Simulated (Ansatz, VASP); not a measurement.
# Cross-check of Te (Tellurium) between VASP and Ansatz, part 2 of 2

One calculation is typed for both programs; each brings its own data sets. How far apart do they land? The cell is taken from a series of VASP runs on this material, whose earlier steps may have relaxed, scaled or displaced it; both programs get it as it stands. Other levels of theory on this material are compared in a session of their own. Valence electrons are named where the data sets of a main pair hold unlike numbers.

VASP 6.6.1 and Ansatz 0.2.0.

So far. Step 3 (VASP: band structure, r2SCAN): The run ends at a pressure of 0.91 GPa, with forces up to 0.069 eV/Å.

**6. VASP: band structure, r2SCAN, spin-orbit coupling**

Level of this step: r2SCAN, spin-orbit coupling; plane waves and PAW (Te) (VASP).

The same path points are solved in both programs, so levels can be compared one by one.

INCAR reads:

```
SYSTEM = Te
PREC = Accurate
ENCUT = 350
EDIFF = 1E-06
NELM = 100
ISMEAR = 0
SIGMA = 0.03
LREAL = .FALSE.
ALGO = Normal
METAGGA = R2SCAN
LASPH = .TRUE.
LNONCOLLINEAR = .TRUE.
MAGMOM = 0 0 0 0 0 0 0 0 0
NBANDS = 30
GGA_COMPAT = .FALSE.
LSORBIT = .TRUE.
LORBIT = 11
LWAVE = .FALSE.
LCHARG = .FALSE.
KPAR = 4
```

POSCAR reads:

```
Te
1.0
    4.4540000000      0.0000000000      0.0000000000
   -2.2270000000      3.8572771485      0.0000000000
    0.0000000000      0.0000000000      5.9240000000
Te
3
Direct
    0.7310000000      0.7310000000      0.0000000000
    0.0000000000      0.2690000000      0.6666666667
    0.2690000000      0.0000000000      0.3333333333
```

KPOINTS reads:

```
Automatic mesh
0
Gamma
6 6 4
0 0 0
```

KPOINTS_OPT reads:

```
Line mode
10
Line-mode
Reciprocal
  0.00000000   0.00000000   0.00000000 GAMMA
  0.50000000   0.00000000   0.00000000 M

  0.50000000   0.00000000   0.00000000 M
  0.33333333   0.33333333   0.00000000 K

  0.33333333   0.33333333   0.00000000 K
  0.00000000   0.00000000   0.00000000 GAMMA

  0.00000000   0.00000000   0.00000000 GAMMA
  0.00000000   0.00000000   0.50000000 A

  0.00000000   0.00000000   0.50000000 A
  0.50000000   0.00000000   0.50000000 L

  0.50000000   0.00000000   0.50000000 L
  0.33333333   0.33333333   0.50000000 H

  0.33333333   0.33333333   0.50000000 H
  0.00000000   0.00000000   0.50000000 A

  0.50000000   0.00000000   0.50000000 L
  0.50000000   0.00000000   0.00000000 M

  0.33333333   0.33333333   0.00000000 K
  0.33333333   0.33333333   0.50000000 H
```

The projector-augmented-wave data sets are Te (PBE family, release 64).

On the command line:

```console
$ mpirun -np 4 vasp_ncl
```

Numbers of over 12 decimals in the logs are rounded to 6 here.

What it wrote:

```text
[banner, memory and clock lines left out]
running    4 mpi-ranks, on    1 nodes
[...]
[... a notice as in an earlier step ...]

 LDA part: xc-table for (None), standard interpolation
 POSCAR, INCAR and KPOINTS ok, starting setup
[...]
entering main loop
       N       E                     dE             d eps       ncg     rms          rms(c)
DAV:   1    -0.397288768802E+01   -0.39729E+01   -0.52540E+03  2040   0.722E+02
DAV:   2    -0.746146844223E+02   -0.70642E+02   -0.67726E+02  2668   0.136E+02
DAV:   3    -0.795277431518E+02   -0.49131E+01   -0.48700E+01  2496   0.379E+01
DAV:   4    -0.796123993607E+02   -0.84656E-01   -0.84620E-01  2462   0.599E+00
[...]
DAV:  12    -0.765406737680E+02   -0.31274E-05   -0.27531E-06  2382   0.126E-02    0.116E-02
DAV:  13    -0.765406749102E+02   -0.11422E-05   -0.33634E-06  2172   0.140E-02    0.911E-03
DAV:  14    -0.765406751470E+02   -0.23682E-06   -0.13090E-07  1200   0.244E-03
   1 F= -.76540675E+02 E0= -.76540674E+02  d E =-.282021E-05  mag=    -0.0000    -0.0000    -0.0000
 Start KPOINTS_OPT (optional k-point list driver)
k-point batch [1-34\90]
       N       E                     dE             ncg
DAV:   1     0.264959170254E+04   -0.51697E+04     2040
DAV:   2     0.152521967374E+03   -0.24971E+04     2694
DAV:   3    -0.201288071900E+02   -0.17265E+03     2506
DAV:   4    -0.233842942287E+02   -0.32555E+01     2466
DAV:   5    -0.234553375165E+02   -0.71043E-01     2450
DAV:   6    -0.234590395242E+02   -0.37020E-02     2658
DAV:   7    -0.234590738129E+02   -0.34289E-04     2444
DAV:   8    -0.234590751286E+02   -0.13157E-05     1618
DAV:   9    -0.234590752328E+02   -0.10429E-06     1484
[...]
k-point batch [69-90\90]
       N       E                     dE             ncg
DAV:   1     0.613775241098E+04   -0.71905E+04     1320
DAV:   2     0.456260075017E+04   -0.15752E+04     1766
DAV:   3     0.445532841700E+04   -0.10727E+03     1594
DAV:   4     0.445329392096E+04   -0.20345E+01     1544
DAV:   5     0.445323788238E+04   -0.56039E-01     1524
DAV:   6     0.445323521196E+04   -0.26704E-02     1670
DAV:   7     0.445323519495E+04   -0.17010E-04     1490
DAV:   8     0.445323519456E+04   -0.39242E-06     1048
```

Parts of OUTCAR (step 6):

```text
  Total        0.6905436      0.6905436      0.8697962      0.0000000      0.0000000      0.0000000
  in kB       10.8706522     10.8706522     13.6924754      0.0000000      0.0000000      0.0000000
  external PRESSURE =      11.8112599 kB  Pullay stress =       0.0000000 kB

 POSITION                                       TOTAL-FORCE (eV/Angst)
 -----------------------------------------------------------------------------------
      1.62794      2.81967      0.00000         0.016735      0.028986     -0.000000
     -0.59906      1.03761      3.94933         0.016735     -0.028986      0.000000
      1.19813      0.00000      1.97467        -0.033470      0.000000     -0.000000
 -----------------------------------------------------------------------------------
    total drift:                                0.000000      0.000000      0.000000

  FREE ENERGIE OF THE ION-ELECTRON SYSTEM (eV)
  ---------------------------------------------------
  free  energy   TOTEN  =       -76.5406751470 eV

  energy  without entropy=      -76.5406723268  energy(sigma->0) =      -76.54067374

 magnetization (x)
# of ion       s       p       d       tot
------------------------------------------
    1        0.000   0.000   0.000   0.000
    2        0.000   0.000   0.000   0.000
    3       -0.000  -0.000  -0.000  -0.000
--------------------------------------------------
tot          0.000  -0.000  -0.000   0.000

 magnetization (y)
# of ion       s       p       d       tot
------------------------------------------
    1        0.000   0.000   0.000   0.000
    2       -0.000  -0.000  -0.000  -0.000
    3        0.000   0.000   0.000   0.000
--------------------------------------------------
tot          0.000  -0.000   0.000  -0.000

 magnetization (z)
# of ion       s       p       d       tot
------------------------------------------
    1        0.000   0.000  -0.000  -0.000
    2        0.000  -0.000   0.000  -0.000
    3       -0.000   0.000   0.000  -0.000
--------------------------------------------------
tot         -0.000  -0.000  -0.000  -0.000

[... 1 part as in an earlier step ...]

[... 2 further parts left out ...]
[key lines of the parts left out:]
E-fermi :   6.0964
```

The run ends at a pressure of 1.18 GPa, with forces up to 0.033 eV/Å.

**7. Ansatz: band structure, r2SCAN, spin-orbit coupling**

The same cell, functional, mesh and smearing now go to Ansatz, which takes its cutoff from its data sets.

The cell is taken from a series of VASP runs on this material, whose earlier steps may have relaxed, scaled or displaced it; both programs get it as it stands.

input.yaml reads:

```yaml
crystal:
  lattice:
    - [4.454, 0.0, 0.0]
    - [-2.227, 3.8572771485, 0.0]
    - [0.0, 0.0, 5.924]
  atoms:
    - { symbol: Te, position: [0.731, 0.731, 0.0] }
    - { symbol: Te, position: [0.0, 0.269, 0.6666666667] }
    - { symbol: Te, position: [0.269, 0.0, 0.3333333333] }
hamiltonian:
  xc: r2scan
  pseudopotentials: { kind: paw_fr }
magnetization:
  noncollinear: true
  spin_orbit: true
kpoints:
  mp_grid: { grid: [6, 6, 4] }
  band_path:
    path:
      - [0.0, 0.0, 0.0]
      - [0.16667, 0.0, 0.0]
      - [0.33333, 0.0, 0.0]
      - [0.5, 0.0, 0.0]
      - [0.46296, 0.07407, 0.0]
      - [0.40741, 0.18519, 0.0]
      - [0.35185, 0.2963, 0.0]
      - [0.2963, 0.2963, 0.0]
      - [0.18519, 0.18519, 0.0]
      - [0.07407, 0.07407, 0.0]
      - [0.0, 0.0, 0.0]
      - [0.0, 0.0, 0.16667]
      - [0.0, 0.0, 0.33333]
      - [0.0, 0.0, 0.5]
      - [0.11111, 0.0, 0.5]
      - [0.33333, 0.0, 0.5]
      - [0.5, 0.0, 0.5]
      - [0.46296, 0.07407, 0.5]
      - [0.40741, 0.18519, 0.5]
      - [0.35185, 0.2963, 0.5]
      - [0.33333, 0.33333, 0.5]
      - [0.2963, 0.2963, 0.5]
      - [0.18519, 0.18519, 0.5]
      - [0.07407, 0.07407, 0.5]
      - [0.5, 0.0, 0.5]
      - [0.5, 0.0, 0.33333]
      - [0.5, 0.0, 0.16667]
      - [0.5, 0.0, 0.0]
      - [0.33333, 0.33333, 0.11111]
      - [0.33333, 0.33333, 0.27778]
      - [0.33333, 0.33333, 0.5]
    npoints: 1
scf:
  occupations: { method: gaussian, width: 0.03 }
  n_extra_bands: 14
output:
  forces: true
  stress: true
  eigenvalues: true
```

On the command line:

```console
$ ansatz run input.yaml --threads 2 --pin off --max-ram 4608MiB --backend cpu --events-out ev --progress --plain --runs-dir out
```

What it wrote:

```text
[...]
non-collinear run that drives no moment, with spin-orbit: no starting moment large enough to seed its density (crystal.atoms[].spin), no starting occupations that ask for one, no magnetisation constraint and no magnetic field, so the semilocal B_xc is pinned to zero
Crystal: 3 atoms, lattice volume = 101.776 Å³
[...]
k-point 0: bands = [... 44 lower, 6.9226, 6.9226, 7.7064, 7.7064, 9.3634, 9.3634, 10.0021, 10.0021, ... 10 higher]
  k-point 1: bands = [... 44 lower, 7.0663, 7.2959, 7.5861, 7.7584, 9.1476, 9.1713, 9.5641, 9.6963, ... 10 higher]
  k-point 2: bands = [... 44 lower, 7.3594, 7.3594, 7.6768, 7.6768, 9.1084, 9.1084, 9.2824, 9.2824, ... 10 higher]
  k-point 23: bands = [... 44 lower, 8.4673, 8.4673, 8.7079, 8.8355, 8.9926, 8.9926, 9.9781, 10.0359, ... 10 higher]
[key lines of the parts left out:]
SCF converged after 7 iterations
Magnetization: |M| = 0.0000 μB,  M = (+0.0000, +0.0000, +0.0000) μB
Free energy (F): -20950.282933 eV
Fermi energy:    8.912194 eV
P = ⅓ Tr σ = 1.1791 GPa (11.791 kbar)
```

Wall time 80 s (2 threads of Arm Neoverse V1, shared host); peak memory 0.99 GiB; 2.6 min of CPU time.

**8. Comparison**

What differs besides the data sets and the points named for the pairs above, as far as they apply: spin-orbit coupling enters by fully relativistic files in Ansatz and inside the spheres in VASP; the data sets hold 48 valence electrons in Ansatz (on its fully relativistic PAW (standard-fr) files) and 18 in VASP. Total energies have different zeros and are not compared.

Both answers:

```csv
quantity,Ansatz,VASP,difference
pressure (GPa),1.18,1.18,0.00
gap over the path points (eV),0.157,0.131,+0.026
```

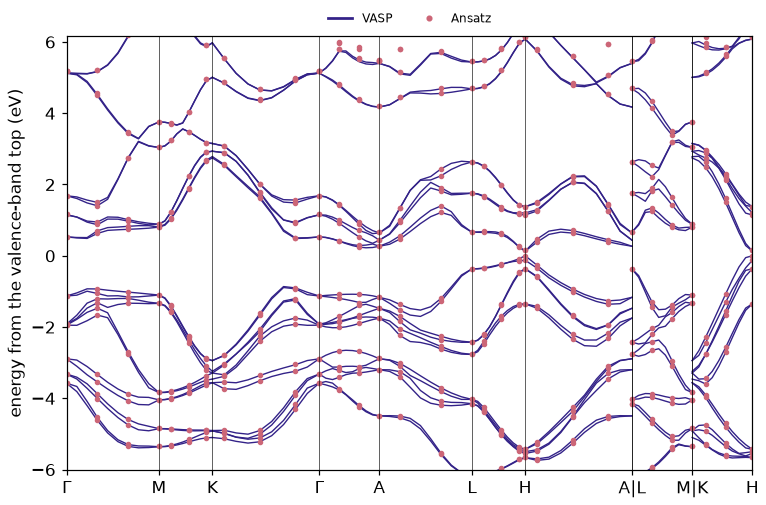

Bands from VASP (lines) and levels from Ansatz (dots). Dots without a line are higher empty bands that the VASP plot leaves out.

Levels at points of the path, from each program's valence-band top (eV; 8 filled, then empty):

```csv
k (reciprocal lattice),Ansatz,VASP
0.000 0.000 0.000,-2.88 -2.88 -1.94 -1.94 -1.91 -1.91 -1.13 -1.13 0.53 0.53 1.17 1.17 1.69 1.69,-2.89 -2.89 -1.95 -1.95 -1.92 -1.92 -1.13 -1.13 0.53 0.53 1.15 1.15 1.68 1.68
0.167 0.000 0.000,-3.53 -3.32 -1.66 -1.47 -1.32 -1.21 -1.05 -0.93 0.64 0.71 0.89 0.96 1.41 1.50,-3.54 -3.33 -1.66 -1.47 -1.32 -1.21 -1.06 -0.93 0.62 0.70 0.87 0.95 1.40 1.50
0.333 0.000 0.000,-4.07 -3.87 -2.75 -2.69 -1.33 -1.20 -1.15 -1.01 0.75 0.83 0.98 1.02 2.74 2.75,-4.07 -3.88 -2.75 -2.69 -1.33 -1.20 -1.16 -1.02 0.74 0.82 0.97 1.01 2.74 2.75
0.500 0.000 0.000,-4.04 -4.04 -3.83 -3.83 -1.33 -1.33 -1.10 -1.10 0.81 0.81 0.89 0.89 3.06 3.06,-4.04 -4.04 -3.84 -3.84 -1.34 -1.34 -1.10 -1.10 0.80 0.80 0.88 0.88 3.04 3.04
0.463 0.074 0.000,-4.01 -4.00 -3.81 -3.79 -1.59 -1.56 -1.42 -1.39 1.04 1.07 1.23 1.23 3.24 3.24,-4.01 -4.00 -3.82 -3.80 -1.59 -1.56 -1.42 -1.40 1.03 1.06 1.22 1.22 3.22 3.22
0.407 0.185 0.000,-3.85 -3.82 -3.68 -3.63 -2.44 -2.36 -2.27 -2.25 1.88 1.91 2.23 2.24 3.48 3.48,-3.86 -3.82 -3.69 -3.64 -2.45 -2.37 -2.28 -2.26 1.87 1.90 2.22 2.23 3.48 3.48
0.352 0.296 0.000,-3.63 -3.56 -3.48 -3.36 -3.22 -3.09 -2.89 -2.88 2.66 2.69 2.91 2.92 3.17 3.17,-3.63 -3.57 -3.49 -3.37 -3.22 -3.10 -2.90 -2.89 2.66 2.69 2.90 2.91 3.17 3.18
0.296 0.296 0.000,-3.73 -3.54 -3.37 -3.34 -3.06 -3.02 -2.79 -2.79 2.54 2.57 2.90 2.90 3.07 3.07,-3.73 -3.54 -3.38 -3.34 -3.06 -3.03 -2.80 -2.79 2.53 2.56 2.89 2.89 3.08 3.08
0.185 0.185 0.000,-3.50 -3.35 -2.40 -2.25 -2.13 -2.06 -1.66 -1.62 1.62 1.66 1.77 1.79 2.01 2.01,-3.51 -3.36 -2.40 -2.25 -2.13 -2.06 -1.67 -1.63 1.61 1.65 1.76 1.78 2.01 2.01
0.074 0.074 0.000,-3.24 -3.05 -1.92 -1.74 -1.24 -1.20 -0.93 -0.90 0.49 0.51 0.93 0.95 1.49 1.57,-3.24 -3.06 -1.92 -1.75 -1.24 -1.20 -0.93 -0.90 0.48 0.50 0.92 0.93 1.48 1.56
```

At this near-relaxed geometry the largest component of a force difference is 33 meV/Å. Among the levels compared at these points, filled levels agree within 17 meV and empty ones within 26 meV. Ansatz's pressure holds a Pulay correction of 0.02 GPa; VASP's holds none.

**9. What the set-up changes**

Further runs change the set-up of one program: Ansatz's method, potentials or start, or VASP's data sets, cutoff or form of LDA. The table gives Ansatz less VASP for each quantity, since a change that brings one quantity closer may part another.

```csv
run,r.m.s. force difference (meV/Å),pressure (GPa),gap over the path points (eV)
as above,19,-0.0020,0.026
cores kept as stored,19,8.1e-4,0.026
Ansatz's larger PAW set (cutoff 430 eV),21,0.0022,0.028
norm-conserving potentials (cutoff 1230 eV),12,4.9e-4,0.011
```

**10. Outcome**

```json
{"r.m.s. force difference (band structure, r2SCAN)": "16 meV/Å", "r.m.s. force difference (band structure, r2SCAN, spin-orbit coupling)": "19 meV/Å"}
```

What this shows: The r.m.s. force difference is 19 meV/Å (band structure, r2SCAN, spin-orbit coupling), beyond the 12 meV/Å picked in this series as the mark of a large difference. The data sets hold unlike numbers of valence electrons (48 in Ansatz and 18 in VASP), so part of the differences comes from the potentials. Band structure, r2SCAN, cores kept as stored: the difference in pressure goes from 0.0050 to 0.0072 GPa. Band structure, r2SCAN, Ansatz's larger PAW set (cutoff 430 eV): the difference in pressure goes from 0.0050 to 0.0084 GPa. Band structure, r2SCAN, norm-conserving potentials (cutoff 1230 eV): r.m.s. force difference goes from 16 to 22 meV/Å; the difference in pressure goes from 0.0050 to -0.011 GPa. Band structure, r2SCAN, spin-orbit coupling, cores kept as stored: the difference in pressure goes from -0.0020 to 8.1e-4 GPa. Band structure, r2SCAN, spin-orbit coupling, Ansatz's larger PAW set (cutoff 430 eV): the difference in pressure goes from -0.0020 to 0.0022 GPa. 9 further runs of this series are not shown here. Such differences can come from data sets, numerical settings and the points named under the comparisons, not from the functional's error against experiment.

[Lines on the potential files, build, host, timing and source positions are cut from VASP's logs without a mark.]

[Logs are printed without paths, hosts, clocks, repeated set-up lines and the standing remarks that a program may print on its own settings, such as how far it seeks lower states.]

[Hosts, paths, dates, database ids (printed as entryN), source tags and the programs' standing remarks are cut or masked in the printed files.]
